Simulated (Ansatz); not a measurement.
**C2H7BO (SMILES CCBO): CCSD(T)/def2-SVP**

Aim: the energy change on altering one bond length of C2H7BO at CCSD(T)/def2-SVP, from 2 runs. 

The calculation is run with Ansatz 0.2.0.

62 further runs of the same task are left out: 62 set aside as unsound or not needed.

### 1 The molecule

The species is C2H7BO (11 atoms), meant as a singlet with charge 0. SMILES: `CCBO`. The shape is that of a PBE0-D4/def2-TZVP optimisation. This is one conformer, not always the lowest.

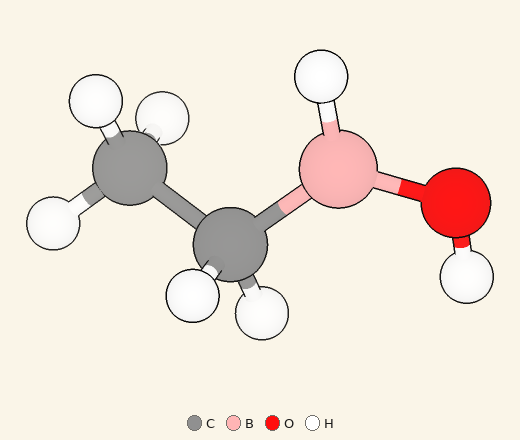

Viewed from a chosen angle; carbon grey, boron pink, oxygen red, hydrogen white.

### 2 A single-point energy at CCSD(T)/def2-SVP

File run.yaml:

```yaml
crystal:
  periodic: [false, false, false]
  atoms:
    - {symbol: C, position_ang: [-0.556200, 1.314000, 0.194100]}
    - {symbol: C, position_ang: [-0.148100, -0.126400, 0.498700]}
    - {symbol: B, position_ang: [0.844200, -0.749700, -0.545000]}
    - {symbol: O, position_ang: [0.775200, -2.034600, -0.968200]}
    - {symbol: H, position_ang: [-1.123600, 1.378600, -0.737900]}
    - {symbol: H, position_ang: [-1.178100, 1.737200, 0.986300]}
    - {symbol: H, position_ang: [0.322300, 1.954000, 0.082400]}
    - {symbol: H, position_ang: [-1.037300, -0.754700, 0.640300]}
    - {symbol: H, position_ang: [0.380300, -0.147700, 1.464300]}
    - {symbol: H, position_ang: [1.748300, -0.108300, -1.010000]}
    - {symbol: H, position_ang: [0.038500, -2.519500, -0.584400]}
basis:
  gaussian:
    orbitals: def2-SVP
correlation:
  method: ccsd_t
  frozen_orbitals: {B: 1, C: 1, H: 0, O: 1}
accuracy: high
scf:
  omitted_lower_state_checks: [cluster_reference, increment]
```

On the command line:

```sh
$ ansatz run run.yaml --threads 1 --pin off --max-ram 3480MiB --events-out events.jsonl --progress --plain --runs-dir runs
```

Log, shortened:

```text
Warning: RAYON_NUM_THREADS=1 ignored (pool sized by the plan → 1); use --threads N
Functional definition: HF
  name "HF"
[...]
2238 factors; integrals over basis functions are off by at most 7.9e-9 eV
[...]
mean field -4878.41396687 eV, -179.2784065747 hartree, gradient 9.4e-9 eV, S^2 0.000000; 0 other end points of the search recorded, 0 dependent functions left out
4 core orbitals not correlated: weight in the atoms' cores, before any rotation towards them, 1.000 or more for the frozen orbitals, at most 0.000 for the correlated occupied ones
reference -4878.41396687 eV, -179.2784065747 hartree; 12, 12 occupied and 75, 75 virtual orbitals, 2238 factors
second order -15.31368900 eV of doubles, -0.00000000 eV of singles
cycle   1  -16.09585449 eV  change   -7.8e-1 eV  update   8.5e-2
[...]
cycle  20  -16.57990675 eV  change   7.0e-10 eV  update   2.7e-9
perturbative correction -0.43214036 eV, -0.0158808653 hartree
Total energy: -4895.42601398 eV, -179.9035877749 hartree
Checks for a lower state left out: cluster_reference, increment
```

Wall time 29 s (1 thread of Arm Neoverse V1, shared host); peak memory 0.64 GiB.

### 3 The distorted shape

File input.yaml:

```yaml
crystal:
  periodic: [false, false, false]
  atoms:
    - symbol: C
      position_ang: [-0.819735, 1.122011, 0.227608]
    - symbol: C
      position_ang: [-0.411635, -0.318389, 0.532208]
    - symbol: B
      position_ang: [0.580665, -0.941689, -0.511492]
    - symbol: O
      position_ang: [0.511665, -2.226589, -0.934692]
    - symbol: H
      position_ang: [-1.387135, 1.186611, -0.704392]
    - symbol: H
      position_ang: [-1.441635, 1.545211, 1.019808]
    - symbol: H
      position_ang: [0.322300, 1.954000, 0.082400]
    - symbol: H
      position_ang: [-1.300835, -0.946689, 0.673808]
    - symbol: H
      position_ang: [0.116765, -0.339689, 1.497808]
    - symbol: H
      position_ang: [1.484765, -0.300289, -0.976492]
    - symbol: H
      position_ang: [-0.225035, -2.711489, -0.550892]
basis:
  gaussian: {orbitals: def2-SVP}
total_charge: 0
correlation: {method: ccsd_t, frozen_orbitals: {B: 1, C: 1, H: 0, O: 1}}
accuracy: high
scf: {omitted_lower_state_checks: [cluster_reference, increment]}
```

On the command line:

```sh
$ ansatz run input.yaml --threads 1 --pin off --max-ram 3480MiB --events-out events.jsonl --progress --plain --runs-dir runs
```

Log, shortened:

```text
Warning: RAYON_NUM_THREADS=1 ignored (pool sized by the plan → 1); use --threads N
[... 2 set-up lines as earlier in the session ...]
[...]
2242 factors; integrals over basis functions are off by at most 3.6e-9 eV
[...]
mean field -4877.30501997 eV, -179.2376535279 hartree, gradient 1.7e-8 eV, S^2 0.000000; 0 other end points of the search recorded, 0 dependent functions left out
4 core orbitals not correlated: weight in the atoms' cores, before any rotation towards them, 1.000 or more for the frozen orbitals, at most 0.000 for the correlated occupied ones
reference -4877.30501997 eV, -179.2376535279 hartree; 12, 12 occupied and 75, 75 virtual orbitals, 2242 factors
second order -15.39930240 eV of doubles, -0.00000000 eV of singles
cycle   1  -16.18234086 eV  change   -7.8e-1 eV  update   9.0e-2
[...]
cycle  21  -16.71076458 eV  change   -1.9e-9 eV  update   2.8e-9
perturbative correction -0.45272138 eV, -0.0166372039 hartree
Total energy: -4894.46850593 eV, -179.8684000032 hartree
Checks for a lower state left out: cluster_reference, increment
```

Run time: 29 s. Hardware: 1 thread of Arm Neoverse V1, shared host; peak memory 0.64 GiB.

### 4 Summary of results

Level: CCSD(T)/def2-SVP, 4 core orbitals frozen.

| quantity | value |
| --- | --- |
| first shape: total energy | -179.90359 Eh |
| first shape: correlation energy (4 core orbitals frozen) | -625.2 mEh |
| first shape: (T) correction | -15.88 mEh |
| first shape: T1 diagnostic | 0.012 |
| distorted shape: total energy | -179.86840 Eh |
| distorted shape: correlation energy (4 core orbitals frozen) | -630.7 mEh |
| distorted shape: (T) correction | -16.64 mEh |
| distorted shape: T1 diagnostic | 0.012 |
| energy change with the C1–H7 bond stretched from 1.093 to 1.420 Å | 0.958 eV |

What this shows: With the C1–H7 bond stretched from 1.093 to 1.420 Å the energy rises by 0.96 eV (92.4 kJ/mol). The first shape isn't relaxed at this level, so the change isn't measured from a minimum. The triples (first shape) make up 2.5 % of the correlation energy. The triples (distorted shape) make up 2.6 % of the correlation energy.
